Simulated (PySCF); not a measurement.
# BrF (bromine fluoride) at 5 levels

We compute a comparison of 5 runs (HF/STO-3G, HF/aug-cc-pVDZ, B3LYP/6-31G*, MP2/6-31G*, CCSD(T)/def2-SVPD) of BrF (bromine fluoride). The job is set up through a Python script.

The results are computed with PySCF 2.14.0.

## (1) Starting point

BrF: 2 atoms, total charge 0, spin state singlet. As SMILES, `FBr`. The coordinates come from a PBE0-D4/def2-TZVP relaxation.

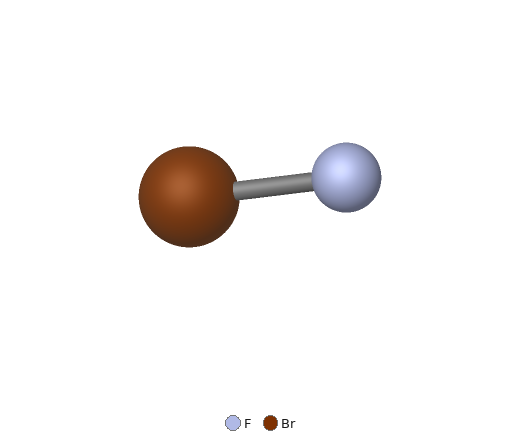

Viewed from a chosen angle; fluorine light blue, bromine brown.

## (2) Energy and gradient at HF/STO-3G (run 1)

Input file input.py:

```python
import pyscf.grad
from pyscf import gto, scf

mol = gto.M(
    atom='''
F    0.000000   0.000000   0.023210
Br   0.000000   0.000000   1.776730
''',
    spin=0,
    max_memory=1860,
    basis='sto-3g',
    verbose=4,
)

hf = scf.RHF(mol)
hf.conv_tol = 1e-10
hf.kernel()
if not hf.converged:
    hf = hf.newton().run(hf.mo_coeff, hf.mo_occ)

etot = hf.e_tot
print('E = %.10f Eh' % etot)
grad = hf.Gradients().kernel()
dip = hf.dip_moment()
pop, q = hf.mulliken_pop()
```

Command:

```bash
$ OMP_NUM_THREADS=1 python input.py
```

Log:

```text
PySCF version 2.14.0

[... 48 lines left out ...]
converged SCF energy = -2642.63589187648
[... 9 lines left out ...]
Dipole moment(X, Y, Z, Debye):  0.00000, -0.00000,  0.07131
[... 26 lines left out ...]
charge of    1Br =      0.11530
```

Run time: 1.4 s. Hardware: 1 thread of Arm Neoverse N1, shared host; peak memory 0.12 GiB.

## (3) Energy and gradient at HF/aug-cc-pVDZ (run 2)

Input file run.py:

```python
import pyscf.grad
from pyscf import gto, scf

mol = gto.Mole()
mol.atom = '''
F      0.000000     0.000000     0.043861
Br     0.000000     0.000000     3.357533
'''
mol.verbose = 3
mol.basis = 'aug-cc-pvdz'
mol.unit = 'bohr'
mol.max_memory = 1860
mol.charge = 0
mol.build()

myscf = scf.RHF(mol)
myscf.conv_tol = 1e-10
myscf.kernel()
if not myscf.converged:
    myscf = myscf.newton().run(myscf.mo_coeff, myscf.mo_occ)

etot = myscf.e_tot
print(f'total energy: {etot:.8f} hartree')
grad = myscf.Gradients().kernel()
myscf.analyze()
```

Command:

```bash
$ OMP_NUM_THREADS=1 python run.py
```

Log:

```text
converged SCF energy = -2671.76641173555
[... 15 lines left out ...]
MO #9   energy= -7.54313105164725  occ= 2
[... 9 lines left out ...]
MO #19  energy= -0.699080560703073 occ= 2
[... 9 lines left out ...]
MO #29  energy= 0.283246697423094  occ= 0
[... 9 lines left out ...]
MO #39  energy= 0.847318135139121  occ= 0
[... 9 lines left out ...]
MO #49  energy= 1.52736874026107   occ= 0
[... 9 lines left out ...]
MO #59  energy= 5.04286900828153   occ= 0
[... 3 lines left out ...]
Dipole moment(X, Y, Z, Debye): -0.00000,  0.00000,  1.63390
```

It took 4.8 s on 1 thread of Arm Neoverse N1, shared host; peak memory 0.13 GiB.

## (4) Energy and gradient at B3LYP/6-31G(d) (spherical functions) (run 3)

Input file input.py:

```python
import pyscf.grad
from pyscf import gto, dft

mol = gto.M(
    atom='F -0.000000 -0.000000 0.023210; Br 0.000000 0.000000 1.776730',
    max_memory=1860,
    basis='6-31g*',
    spin=0,
    verbose=4,
    charge=0,
)

ks = dft.RKS(mol)
ks.xc = 'b3lyp'
ks.grids.level = 5
ks.conv_tol = 1e-10
ks.kernel()
if not ks.converged:
    ks = ks.newton().run(ks.mo_coeff, ks.mo_occ)

e_tot = ks.e_tot
print('E = %.10f Eh' % e_tot)
grad = ks.Gradients().kernel()
ks.analyze()
```

Command:

```bash
$ OMP_NUM_THREADS=1 python input.py
```

Log:

```text
PySCF version 2.14.0

[... 81 lines left out ...]
Nuclear Repulsion Energy =              95.060690177357571
[... 11 lines left out ...]
MO #6   energy= -24.7191685088591  occ= 2
[... 9 lines left out ...]
MO #16  energy= -1.19966492782328  occ= 2
[... 9 lines left out ...]
MO #26  energy= 0.301948519864949  occ= 0
[... 9 lines left out ...]
MO #36  energy= 1.73557686801411   occ= 0
[... 9 lines left out ...]
MO #46  energy= 4.83163574018043   occ= 0
[... 51 lines left out ...]
Dipole moment(X, Y, Z, Debye):  0.00000,  0.00000,  1.33426
```

Run time: 8.7 s. Hardware: 1 thread of Arm Neoverse N1, shared host; peak memory 0.48 GiB.

Run 4 isn't shown in full; the table further down has it.

## (5) The energy at CCSD(T)/def2-SVPD (run 5)

Input file start.xyz:

```xyz
2

F      0.000000     0.000000     0.023210
Br     0.000000     0.000000     1.776730
```

Input file run.py:

```python
from pyscf import gto, cc

mol = gto.M(
    atom='start.xyz',
    basis='def2-svpd',
    verbose=3,
    max_memory=1860,
    charge=0,
)

mf = mol.RHF()
mf.conv_tol = 1e-10
mf.kernel()
if not mf.converged:
    mf = mf.newton().run(mf.mo_coeff, mf.mo_occ)

mycc = cc.CCSD(mf, frozen=10)
mycc.kernel()
e_t = mycc.ccsd_t()
e_final = mycc.e_tot + e_t
print('E(%s) = %.9f' % ('CCSD(T)', e_final))
mf.analyze()
```

Command:

```bash
$ OMP_NUM_THREADS=1 python run.py
```

Log:

```text
converged SCF energy = -2671.38824802207
[... 12 lines left out ...]
MO #9   energy= -7.52762681224386  occ= 2
[... 10 lines left out ...]
MO #20  energy= -0.673616272323679 occ= 2
[... 10 lines left out ...]
MO #31  energy= 0.273402695540832  occ= 0
[... 10 lines left out ...]
MO #42  energy= 0.815623884127643  occ= 0
[... 10 lines left out ...]
MO #53  energy= 1.96952099538147   occ= 0
[... 10 lines left out ...]
MO #64  energy= 4.15545316007553   occ= 0
[... 3 lines left out ...]
Dipole moment(X, Y, Z, Debye):  0.00000,  0.00000,  1.71819
```

Run time: 10 s. Hardware: 1 thread of Arm Neoverse N1, shared host; peak memory 0.21 GiB.

## (6) The series

```csv
run,level,integration grid,frozen core orbitals,energy (Eh),dipole moment (D) of the reference,HOMO energy (eV),LUMO energy (eV),wall time
1,HF/STO-3G,–,–,-2642.635892,0.07,-9.06,7.49,1.4 s
2,HF/aug-cc-pVDZ,–,–,-2671.766412,1.63,-12.37,0.37,4.8 s
3,B3LYP/6-31G* (spherical functions),5,–,-2673.638641,1.33,-8.29,-3.29,8.7 s
4,MP2/6-31G* (spherical functions),–,10,-2671.885004,1.77,-12.18,1.16,5.1 s
5,CCSD(T)/def2-SVPD,–,10,-2671.843213,1.72,-12.43,0.31,10 s
```

## (7) Results

| quantity | value |
| --- | --- |
| run 5: total energy | -2671.84321 Eh |
| run 5: dipole moment (Hartree–Fock density) | 1.72 D |
| run 5: HOMO energy (Hartree–Fock orbitals) | -12.43 eV |
| run 5: LUMO energy (Hartree–Fock orbitals) | 0.31 eV |
| run 5: HOMO–LUMO gap (Hartree–Fock orbitals) | 12.74 eV |
| run 5: correlation energy (10 core orbitals frozen) | -455.0 mEh |
| run 5: (T) correction | -11.10 mEh |
| run 5: T1 diagnostic | 0.011 |

In words: Over runs 1, 2, 3 the dipole moment (its size) runs from 0.07 D (HF/STO-3G) to 1.63 D (HF/aug-cc-pVDZ). Over runs 1, 2, 3 the HOMO–LUMO gap runs from 5.00 eV (B3LYP/6-31G*) to 16.55 eV (HF/STO-3G). The two ends differ in method and basis. In run 1 the basis is minimal, so the values are rough. All runs together took 30 s, the longest 10 s.
